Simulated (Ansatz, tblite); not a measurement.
**The cluster In₂P: which spin state is lowest, part 1 of 2**

Is the doublet the ground state of the cluster In₂P? Other spin states are computed and compared level by level.

The runs use Ansatz 0.2.0, Gaussian basis; as each input shows.

Levels to be run: quartet, relaxed (GFN1-xTB, GFN2-xTB, PBE0-D4/def2-TZVP, PBE-D4/def2-TZVP, r2SCAN-D4/def2-TZVP, B97M-V/def2-TZVP, HSE06-D4/def2-TZVP, BHLYP-D4/def2-TZVP, B2PLYP/def2-TZVP, ωB97X-V/def2-TZVP, PBE+5HF/def2-TZVP, PBE+10HF/def2-TZVP, PBE+15HF/def2-TZVP, PBE+35HF/def2-TZVP, PBE+50HF/def2-TZVP, CCSD(T)/def2-TZVPP, MP2/def2-TZVP, RPA/def2-TZVP); the doublet's energies come from earlier runs.

1 further run of the same task is left out (set aside as unsound or not needed). Runs told in other sessions of the task aren't counted.

## 1. The structure

The geometry is that of the doublet, from an earlier relaxation (r2SCAN-D4/def2-TZVP). At that level it is the lowest of the isomers that a small search found.

3 atoms, charge 0, spin multiplicity 2.

Atoms are counted from 1 here; the program's logs count them from 0.

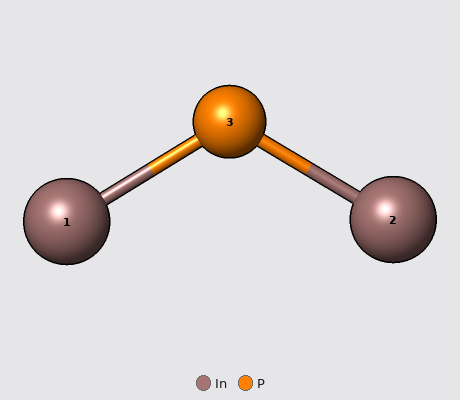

The structure; indium brown, phosphorus orange; atoms are numbered from 1 in the order of the file.

In takes a core potential in the def2 sets. No spin-orbit coupling is included.

## 2. Relaxing the quartet

The input, in.yaml:

```yaml
crystal:
  periodic: [false, false, false]
  atoms:
    - {symbol: In, position_ang: [-1.808839, 1.257027, -0.431725]}
    - {symbol: In, position_ang: [1.152114, -1.812462, 0.652703]}
    - {symbol: P, position_ang: [0.656725, 0.555424, -0.220978]}
basis:
  gaussian: {orbitals: def2-TZVP}
magnetization: {spin_polarized: true, initial_magnetization: 3}
hamiltonian: {xc: r2scan, dispersion: d4}
scf: {lower_state_search: "off"}
output: {orbitals: {seedname: orbitals}}
relax: {f_tol: 0.02, max_steps: 100}
```

Run with:

```sh
> ansatz run in.yaml --threads 4 --pin off --events-out ev --progress --plain --max-ram 3916MiB
```

The program printed, shortened:

```text
Functional definition: r2SCAN
  name "r2SCAN"
  cite "Furness, Kaplan, Ning, Perdew & Sun, J. Phys. Chem. Lett. 11, 8208 (2020) doi:10.1021/acs.jpclett.0c02405"
  cite "Furness, Kaplan, Ning, Perdew & Sun, J. Phys. Chem. Lett. 11, 9248 (2020) doi:10.1021/acs.jpclett.0c03077"
  parent r2scan
[...]
1046 factors; their error is unknown
[...]
mean field -19638.41660562 eV, -721.6984988596 hartree, gradient 8.2e-6 eV, S^2 3.768407; 0 other end points of the search recorded, 0 dependent functions left out
[...]
reference -19638.41663693 eV, -721.6985000103 hartree; 30, 27 occupied and 107, 110 virtual orbitals, 1046 factors
relax step   1: F+E_penalty+E_count = -19638.44452308 eV  Δ(F+E_penalty+E_count) = +0.000e0 eV  max|allowed force component| = 4.958e-1 eV/Å  Δτ_max = 0.0000 Å  (21 SCF iters, accepted)
[...]
relax step   5: F+E_penalty+E_count = -19639.34335821 eV  Δ(F+E_penalty+E_count) = -5.640e-2 eV  max|allowed force component| = 3.008e-1 eV/Å  Δτ_max = 0.1948 Å  (28 SCF iters, accepted)
[...]
relax step   6: F+E_penalty+E_count = -19639.36893208 eV  Δ(F+E_penalty+E_count) = -2.557e-2 eV  max|allowed force component| = 1.305e-2 eV/Å  Δτ_max = 0.0640 Å  (22 SCF iters, accepted)
Total energy: -19639.36895821 eV, -721.7334971717 hartree
Atom 0 at    -1.514644     0.647392    -0.210246 Å, force    -0.012024     0.000186     0.000180 eV/Å
Atom 1 at     0.534233    -1.476592     0.540142 Å, force    -0.001022    -0.011219     0.004209 eV/Å
Atom 2 at     0.980411     0.829189    -0.329896 Å, force     0.013046     0.011033    -0.004389 eV/Å
Dipole moment:    -0.284263    -0.240418     0.095651 e Å
Checks for a lower state left out: stability, starts, cluster_reference, orbital_swaps, neighbouring_geometries, increment
```

Wall time 15 s (4 threads of Arm Neoverse V1, shared host).

The steps of the relaxation:

```tsv
step	energy from step 1 (eV)	largest force component (eV/Å)
1	0.0000	0.4958
2	-0.2994	0.5596
3	-0.6043	0.5473
4	-0.8424	0.3979
5	-0.8988	0.3008
6	-0.9244	0.0130
```

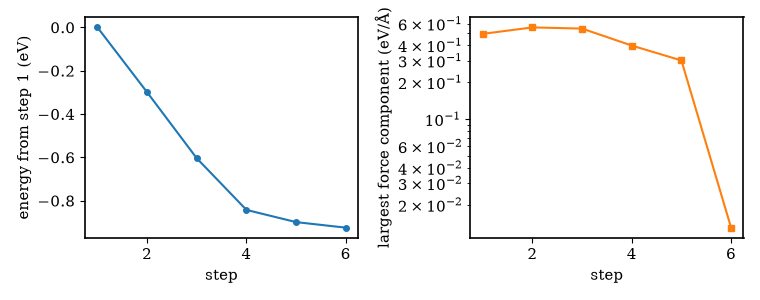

Energy and force, step by step.

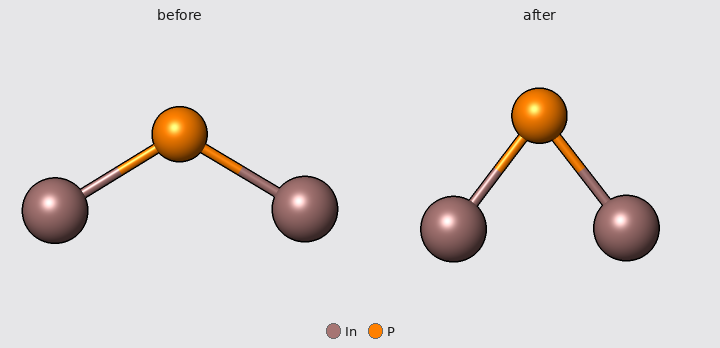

The geometry before (left) and after (right).

Close pairs (by a distance rule), those that changed most:

```tsv
bond	before (Å)	after (Å)	change (Å)
In1–In2	4.401	3.045	-1.356
In1–P3	2.572	2.505	-0.068
In2–P3	2.572	2.505	-0.068
```

## 3. Quartet, first pass, PBE0-D4/def2-SVP

start.molden holds the orbitals of an earlier run on this state, given as this run's starting guess.

The input, in.yaml:

```yaml
crystal:
  periodic: [false, false, false]
  atoms:
    - {symbol: In, position_ang: [-1.514644, 0.647392, -0.210246]}
    - {symbol: In, position_ang: [0.534233, -1.476592, 0.540142]}
    - {symbol: P, position_ang: [0.980411, 0.829189, -0.329896]}
basis:
  gaussian: {orbitals: def2-SVP, initial_orbitals: start.molden}
magnetization: {spin_polarized: true, initial_magnetization: 3}
hamiltonian: {xc: pbe0, dispersion: d4}
output: {orbitals: {seedname: orbitals}}
```

Launched as before.

The program printed, shortened:

```text
Functional definition: PBE0
  name "PBE0"
  cite "Adamo & Barone, J. Chem. Phys. 110, 6158 (1999) doi:10.1063/1.478522"
  cite "Perdew, Burke & Ernzerhof, Phys. Rev. Lett. 77, 3865 (1996) doi:10.1103/PhysRevLett.77.3865"
  parent pbe
[...]
836 factors; integrals over basis functions are off by at most 4.5e-4 eV
[...]
mean field -19629.18862993 eV, -721.3593770081 hartree, gradient 1.9e-5 eV, S^2 3.763906; 3 other end points of the search recorded, 0 dependent functions left out
reference -19629.18865640 eV, -721.3593779808 hartree; 30, 27 occupied and 40, 43 virtual orbitals, 836 factors
Total energy: -19629.29714355 eV, -721.3633648100 hartree
```

Run time: 1.9 s. Hardware: 4 threads of Arm Neoverse V1, shared host.

HOMO -4.43 eV, LUMO -3.67 eV (over both spins); ⟨S²⟩ 3.764 (pure: 3.75).

## 4. Quartet, GFN1-xTB

Tight binding, by tblite at 300 K electronic temperature and without a spin-polarisation term:

```python
tblite.interface.Calculator('GFN1-xTB', numbers, positions, charge=0, uhf=3).singlepoint()
```

Energy -150.6496 eV; 0.002 s.

## 5. Quartet, GFN2-xTB

Tight binding, by tblite at 300 K electronic temperature and without a spin-polarisation term:

```python
tblite.interface.Calculator('GFN2-xTB', numbers, positions, charge=0, uhf=3).singlepoint()
```

Energy -131.8683 eV; 0.003 s.

## 6. Quartet, PBE0-D4/def2-TZVP

Edit in.yaml of step 3 so:

```diff
@@ -7,5 +7,6 @@
 basis:
-  gaussian: {orbitals: def2-SVP, initial_orbitals: start.molden}
+  gaussian: {orbitals: def2-TZVP, initial_orbitals: start.molden}
 magnetization: {spin_polarized: true, initial_magnetization: 3}
 hamiltonian: {xc: pbe0, dispersion: d4}
+scf: {omitted_lower_state_checks: [starts]}
 output: {orbitals: {seedname: orbitals}}
```

Launched as before.

The program printed:

```text
Functional definition: PBE0
  name "PBE0"
  cite "Adamo & Barone, J. Chem. Phys. 110, 6158 (1999) doi:10.1063/1.478522"
  cite "Perdew, Burke & Ernzerhof, Phys. Rev. Lett. 77, 3865 (1996) doi:10.1103/PhysRevLett.77.3865"
  parent pbe
  parameter a = 0.25
  parameter kappa = 0.804
  parameter beta = 0.06672455060314922
  exchange = (1 - a)*pbe_x(kappa = kappa, mu = beta*pi^2/3) + a*exact_x
  correlation = pbe_c(beta = beta)
these checks for a lower state are left out or cut short: starts
1244 factors; their error is unknown
mean field evaluation 1: about -19631.7931 eV, gradient 5.5e1 eV
mean field evaluation 2: about -19632.5532 eV, gradient 1.3e0 eV
mean field evaluation 4: about -19632.6794 eV, gradient 1.8e-1 eV
mean field evaluation 8: about -19632.6795 eV, gradient 1.2e-5 eV
mean field -19632.67945826 eV, -721.4876625829 hartree, gradient 1.2e-5 eV, S^2 3.765981; 0 other end points of the search recorded, 0 dependent functions left out
reference -19632.67949278 eV, -721.4876638516 hartree; 30, 27 occupied and 107, 110 virtual orbitals, 1244 factors
Total energy: -19632.78797993 eV, -721.4916506809 hartree
Checks for a lower state left out: starts
```

It took 3.6 s on 4 threads of Arm Neoverse V1, shared host.

From the report: HOMO -4.44 eV, LUMO -3.67 eV (over both spins); ⟨S²⟩ 3.766 (pure: 3.75).

## 7. Quartet, PBE-D4/def2-TZVP

Edit in.yaml of step 6 so:

```diff
@@ -9,3 +9,3 @@
 magnetization: {spin_polarized: true, initial_magnetization: 3}
-hamiltonian: {xc: pbe0, dispersion: d4}
+hamiltonian: {xc: pbe, dispersion: d4}
 scf: {omitted_lower_state_checks: [starts]}
```

Same command.

The program printed:

```text
Functional definition: PBE
  name "PBE"
  cite "Perdew, Burke & Ernzerhof, Phys. Rev. Lett. 77, 3865 (1996) doi:10.1103/PhysRevLett.77.3865"
  parent pbe
  parameter kappa = 0.804
  parameter beta = 0.06672455060314922
  exchange = pbe_x(kappa = kappa, mu = beta*pi^2/3)
  correlation = pbe_c(beta = beta)
these checks for a lower state are left out or cut short: starts
1046 factors; their error is unknown
mean field evaluation 1: about -19632.1197 eV, gradient 6.0e0 eV
mean field evaluation 2: about -19632.2091 eV, gradient 1.2e-1 eV
mean field evaluation 4: about -19632.2031 eV, gradient 7.3e-4 eV
mean field evaluation 8: about -19632.2031 eV, gradient 1.4e-5 eV
mean field -19632.20308212 eV, -721.4701560827 hartree, gradient 1.5e-5 eV, S^2 3.757079; 0 other end points of the search recorded, 0 dependent functions left out
reference -19632.20312751 eV, -721.4701577509 hartree; 30, 27 occupied and 107, 110 virtual orbitals, 1046 factors
Total energy: -19632.33113416 eV, -721.4748619084 hartree
Checks for a lower state left out: starts
```

It took 1.8 s on 4 threads of Arm Neoverse V1, shared host.

Report: HOMO -3.71 eV, LUMO -4.51 eV (over both spins; with the spin held, an empty level of the minority spin lies below the top filled one); ⟨S²⟩ 3.757 (pure: 3.75).

## 8. Quartet, r2SCAN-D4/def2-TZVP

Edit in.yaml of step 7 so:

```diff
@@ -9,3 +9,3 @@
 magnetization: {spin_polarized: true, initial_magnetization: 3}
-hamiltonian: {xc: pbe, dispersion: d4}
+hamiltonian: {xc: r2scan, dispersion: d4}
 scf: {omitted_lower_state_checks: [starts]}
```

Same command.

The program printed:

```text
Functional definition: r2SCAN
  name "r2SCAN"
  cite "Furness, Kaplan, Ning, Perdew & Sun, J. Phys. Chem. Lett. 11, 8208 (2020) doi:10.1021/acs.jpclett.0c02405"
  cite "Furness, Kaplan, Ning, Perdew & Sun, J. Phys. Chem. Lett. 11, 9248 (2020) doi:10.1021/acs.jpclett.0c03077"
  parent r2scan
  parameter k0 = 0.174
  parameter k1 = 0.065
  parameter a1 = 4.9479
  exchange = r2scan_x(k0 = k0, k1 = k1, a1 = a1)
  correlation = r2scan_c
these checks for a lower state are left out or cut short: starts
1046 factors; their error is unknown
mean field evaluation 1: about -19639.3014 eV, gradient 4.5e0 eV
mean field evaluation 2: about -19639.3506 eV, gradient 6.9e-2 eV
mean field evaluation 4: about -19639.3478 eV, gradient 6.2e-4 eV
mean field evaluation 8: about -19639.3478 eV, gradient 2.4e-5 eV
mean field -19639.34780602 eV, -721.7327198432 hartree, gradient 2.4e-5 eV, S^2 3.768919; 0 other end points of the search recorded, 0 dependent functions left out
reference -19639.34783214 eV, -721.7327208032 hartree; 30, 27 occupied and 107, 110 virtual orbitals, 1046 factors
Total energy: -19639.36895819 eV, -721.7334971712 hartree
Checks for a lower state left out: starts
```

It took 4.7 s on 4 threads of Arm Neoverse V1, shared host.

From the report: HOMO -3.98 eV, LUMO -4.25 eV (over both spins; with the spin held, an empty level of the minority spin lies below the top filled one); ⟨S²⟩ 3.769 (pure: 3.75).

## 9. Quartet, B97M-V/def2-TZVP

Edit in.yaml of step 8 so:

```diff
@@ -9,3 +9,3 @@
 magnetization: {spin_polarized: true, initial_magnetization: 3}
-hamiltonian: {xc: r2scan, dispersion: d4}
+hamiltonian: {xc: {name: B97M-V}}
 scf: {omitted_lower_state_checks: [starts]}
```

The command is unchanged.

The program printed, shortened:

```text
Functional definition: B97M-V
  name "B97M-V"
  cite "Mardirossian & Head-Gordon, J. Chem. Phys. 142, 074111 (2015) doi:10.1063/1.4907719"
  cite "Becke, J. Chem. Phys. 107, 8554 (1997) doi:10.1063/1.475007"
  cite "Vydrov & Van Voorhis, J. Chem. Phys. 133, 244103 (2010) doi:10.1063/1.3521275"
  # Of w^i u^j: cxij and so on, Table III.
[...]
  gx(w, u) = cx00 + cx01*u + cx02*u^2 + (cx10 + cx11*u)*w
  gss(w, u) = css00 + css02*u^2 + css10*w + (css32*w^3 + css42*w^4)*u^2
  gos(w, u) = cos00 + cos01*u + cos03*u^3 + cos10*w + cos32*w^3*u^2
[...]
      + integral(e_c_pw_mod_opposite_spin*gos(b97_w_opposite, b97_u_opposite)) + vv10(b, c)
[...]
1046 factors; their error is unknown
[...]
mean field -19633.60996960 eV, -721.5218582441 hartree, gradient 1.5e-5 eV, S^2 3.757049; 0 other end points of the search recorded, 0 dependent functions left out
reference -19633.61003467 eV, -721.5218606354 hartree; 30, 27 occupied and 107, 110 virtual orbitals, 1046 factors
Total energy: -19633.61003467 eV, -721.5218606354 hartree
Checks for a lower state left out: starts
```

It took 7 s on 4 threads of Arm Neoverse V1, shared host.

From the report: HOMO -3.65 eV, LUMO -4.53 eV (over both spins; with the spin held, an empty level of the minority spin lies below the top filled one); ⟨S²⟩ 3.757 (pure: 3.75).

## 10. Quartet, HSE06-D4/def2-TZVP

Edit in.yaml of step 9 so:

```diff
@@ -9,3 +9,3 @@
 magnetization: {spin_polarized: true, initial_magnetization: 3}
-hamiltonian: {xc: {name: B97M-V}}
+hamiltonian: {xc: hse06, dispersion: d4}
 scf: {omitted_lower_state_checks: [starts]}
```

Same command.

The program printed, shortened:

```text
Functional definition: HSE06
  name "HSE06"
  cite "Heyd, Scuseria & Ernzerhof, J. Chem. Phys. 118, 8207 (2003) doi:10.1063/1.1564060"
  cite "Krukau, Vydrov, Izmaylov & Scuseria, J. Chem. Phys. 125, 224106 (2006) doi:10.1063/1.2404663"
  cite "Heyd & Scuseria, J. Chem. Phys. 120, 7274 (2004) doi:10.1063/1.1668634"
  cite "Ernzerhof & Perdew, J. Chem. Phys. 109, 3313 (1998) doi:10.1063/1.476928"
  cite "Perdew, Burke & Ernzerhof, Phys. Rev. Lett. 77, 3865 (1996) doi:10.1103/PhysRevLett.77.3865"
  parent pbe
[...]
  # The whole range is PBE's own exchange, as in plane waves. The composition of these papers is wPBEh.
[...]
1244 factors; their error is unknown
69 factors; integrals over basis functions are off by at most 1.7e-6 eV
[...]
mean field -19632.45594685 eV, -721.4794486902 hartree, gradient 2.6e-5 eV, S^2 3.765026; 0 other end points of the search recorded, 0 dependent functions left out
reference -19632.45599286 eV, -721.4794503811 hartree; 30, 27 occupied and 107, 110 virtual orbitals, 1244 factors
Total energy: -19632.56283775 eV, -721.4833768581 hartree
Checks for a lower state left out: starts
```

It took 2.9 s on 4 threads of Arm Neoverse V1, shared host.

From the report: HOMO -4.08 eV, LUMO -4.04 eV (over both spins); ⟨S²⟩ 3.765 (pure: 3.75).

## 11. Quartet, BHLYP-D4/def2-TZVP

Edit in.yaml of step 10 so:

```diff
@@ -9,3 +9,3 @@
 magnetization: {spin_polarized: true, initial_magnetization: 3}
-hamiltonian: {xc: hse06, dispersion: d4}
+hamiltonian: {xc: {name: BHLYP}, dispersion: d4}
 scf: {omitted_lower_state_checks: [starts]}
```

The command is unchanged.

The program printed:

```text
Functional definition: BHLYP
  name "BHLYP"
  cite "Becke, J. Chem. Phys. 98, 1372 (1993) doi:10.1063/1.464304"
  cite "Becke, Phys. Rev. A 38, 3098 (1988) doi:10.1103/PhysRevA.38.3098"
  cite "Lee, Yang & Parr, Phys. Rev. B 37, 785 (1988) doi:10.1103/PhysRevB.37.785"
  parameter a = 0.5
  exchange = (1 - a)*b88_x + a*exact_x
  correlation = lyp_c
these checks for a lower state are left out or cut short: starts
1367 factors; their error is unknown
mean field evaluation 1: about -19631.3445 eV, gradient 5.2e0 eV
mean field evaluation 2: about -19631.4093 eV, gradient 1.0e-1 eV
mean field evaluation 4: about -19631.6351 eV, gradient 1.2e-3 eV
mean field evaluation 8: about -19631.6351 eV, gradient 1.5e-5 eV
mean field -19631.63509889 eV, -721.4492830840 hartree, gradient 1.5e-5 eV, S^2 3.773682; 0 other end points of the search recorded, 0 dependent functions left out
reference -19631.63524124 eV, -721.4492883152 hartree; 30, 27 occupied and 107, 110 virtual orbitals, 1367 factors
Total energy: -19631.90904072 eV, -721.4593502607 hartree
Checks for a lower state left out: starts
```

Wall time 6.5 s (4 threads of Arm Neoverse V1, shared host); peak memory 0.69 GiB.

HOMO -4.89 eV, LUMO -2.88 eV (over both spins); ⟨S²⟩ 3.774 (pure: 3.75).

## 12. Quartet, B2PLYP/def2-TZVP

Edit in.yaml of step 11 so:

```diff
@@ -9,4 +9,3 @@
 magnetization: {spin_polarized: true, initial_magnetization: 3}
-hamiltonian: {xc: {name: BHLYP}, dispersion: d4}
+hamiltonian: {xc: {name: B2PLYP}}
 scf: {omitted_lower_state_checks: [starts]}
-output: {orbitals: {seedname: orbitals}}
```

Same command.

The program printed, shortened:

```text
Functional definition: B2PLYP
  name "B2PLYP"
  cite "Grimme, J. Chem. Phys. 124, 034108 (2006) doi:10.1063/1.2148954"
  cite "Becke, Phys. Rev. A 38, 3098 (1988) doi:10.1103/PhysRevA.38.3098"
  cite "Lee, Yang & Parr, Phys. Rev. B 37, 785 (1988) doi:10.1103/PhysRevB.37.785"
[...]
1198 factors; integrals over basis functions are off by at most 4.4e-4 eV
[...]
mean field -19615.19478155 eV, -720.8451125652 hartree, gradient 2.6e-6 eV, S^2 3.778899; 0 other end points of the search recorded, 0 dependent functions left out
13 core orbitals not correlated: weight in the atoms' cores, before any rotation towards them, 1.000 or more for the frozen orbitals, at most 0.000 for the correlated occupied ones
reference -19615.19491442 eV, -720.8451174483 hartree; 17, 14 occupied and 107, 110 virtual orbitals, 1198 factors
second order -22.04497113 eV of doubles, -0.00000000 eV of singles
Total energy: -19621.14705663 eV, -721.0638546399 hartree
Checks for a lower state left out: starts
```

It took 5.5 s on 4 threads of Arm Neoverse V1, shared host.

From the report: ⟨S²⟩ 3.779 (pure: 3.75).

## 13. Quartet, ωB97X-V/def2-TZVP

Edit in.yaml of step 12 so:

```diff
@@ -9,3 +9,4 @@
 magnetization: {spin_polarized: true, initial_magnetization: 3}
-hamiltonian: {xc: {name: B2PLYP}}
+hamiltonian: {xc: {name: wB97X-V}}
 scf: {omitted_lower_state_checks: [starts]}
+output: {orbitals: {seedname: orbitals}}
```

The command is unchanged.

The program printed, shortened:

```text
Functional definition: wB97X-V
  name "wB97X-V"
  cite "Mardirossian & Head-Gordon, Phys. Chem. Chem. Phys. 16, 9904 (2014) doi:10.1039/C3CP54374A"
  cite "Becke, J. Chem. Phys. 107, 8554 (1997) doi:10.1063/1.475007"
  cite "Vydrov & Van Voorhis, J. Chem. Phys. 133, 244103 (2010) doi:10.1063/1.3521275"
[...]
      + integral(e_c_pw_opposite_spin*poly(b97_u_opposite, cos0, cos1)) + vv10(b, c)
[...]
1174 factors; their error is unknown
215 factors; integrals over basis functions are off by at most 9.7e-5 eV
[...]
mean field -19632.75854604 eV, -721.4905690052 hartree, gradient 1.7e-5 eV, S^2 3.776729; 0 other end points of the search recorded, 0 dependent functions left out
reference -19632.75854656 eV, -721.4905690242 hartree; 30, 27 occupied and 107, 110 virtual orbitals, 1174 factors
Total energy: -19632.75854656 eV, -721.4905690242 hartree
Checks for a lower state left out: starts
```

Wall time 17 s (4 threads of Arm Neoverse V1, shared host); peak memory 0.82 GiB.

From the report: HOMO -6.03 eV, LUMO -1.93 eV (over both spins); ⟨S²⟩ 3.777 (pure: 3.75).

## 14. Quartet, PBE+5HF/def2-TZVP

Edit in.yaml of step 13 so:

```diff
@@ -9,3 +9,3 @@
 magnetization: {spin_polarized: true, initial_magnetization: 3}
-hamiltonian: {xc: {name: wB97X-V}}
+hamiltonian: {xc: {text: "exchange = 0.95*pbe_x + 0.05*exact_x\ncorrelation = pbe_c"}}
 scf: {omitted_lower_state_checks: [starts]}
```

Launched as before.

The program printed:

```text
Functional definition: unnamed
  exchange = 0.95*pbe_x + 0.05*exact_x
  correlation = pbe_c
these checks for a lower state are left out or cut short: starts
1046 factors; their error is unknown
mean field evaluation 1: about -19632.2096 eV, gradient 4.8e0 eV
mean field evaluation 2: about -19632.2664 eV, gradient 8.3e-2 eV
mean field evaluation 4: about -19632.2833 eV, gradient 2.5e-4 eV
mean field evaluation 8: about -19632.2833 eV, gradient 9.8e-6 eV
mean field -19632.28332846 eV, -721.4731050814 hartree, gradient 9.8e-6 eV, S^2 3.758522; 0 other end points of the search recorded, 0 dependent functions left out
reference -19632.28337172 eV, -721.4731066710 hartree; 30, 27 occupied and 107, 110 virtual orbitals, 1046 factors
Total energy: -19632.28337172 eV, -721.4731066710 hartree
Checks for a lower state left out: starts
```

It took 2.3 s on 4 threads of Arm Neoverse V1, shared host.

Report: HOMO -3.85 eV, LUMO -4.34 eV (over both spins; with the spin held, an empty level of the minority spin lies below the top filled one); ⟨S²⟩ 3.759 (pure: 3.75).

## 15. Quartet, PBE+10HF/def2-TZVP

Edit in.yaml of step 14 so:

```diff
@@ -9,3 +9,3 @@
 magnetization: {spin_polarized: true, initial_magnetization: 3}
-hamiltonian: {xc: {text: "exchange = 0.95*pbe_x + 0.05*exact_x\ncorrelation = pbe_c"}}
+hamiltonian: {xc: {text: "exchange = 0.90*pbe_x + 0.10*exact_x\ncorrelation = pbe_c"}}
 scf: {omitted_lower_state_checks: [starts]}
```

Launched as before.

The program printed:

```text
Functional definition: unnamed
  exchange = 0.90*pbe_x + 0.10*exact_x
  correlation = pbe_c
these checks for a lower state are left out or cut short: starts
1046 factors; their error is unknown
mean field evaluation 1: about -19632.2995 eV, gradient 3.6e0 eV
mean field evaluation 2: about -19632.3311 eV, gradient 4.3e-2 eV
mean field evaluation 4: about -19632.3709 eV, gradient 1.8e-4 eV
mean field evaluation 8: about -19632.3709 eV, gradient 2.3e-5 eV
mean field -19632.37094925 eV, -721.4763250859 hartree, gradient 2.3e-5 eV, S^2 3.760139; 0 other end points of the search recorded, 0 dependent functions left out
reference -19632.37099035 eV, -721.4763265964 hartree; 30, 27 occupied and 107, 110 virtual orbitals, 1046 factors
Total energy: -19632.37099035 eV, -721.4763265964 hartree
Checks for a lower state left out: starts
```

Wall time 2.4 s (4 threads of Arm Neoverse V1, shared host).

HOMO -4.00 eV, LUMO -4.17 eV (over both spins; with the spin held, an empty level of the minority spin lies below the top filled one); ⟨S²⟩ 3.760 (pure: 3.75).

(Continued in part 2 of 2.)
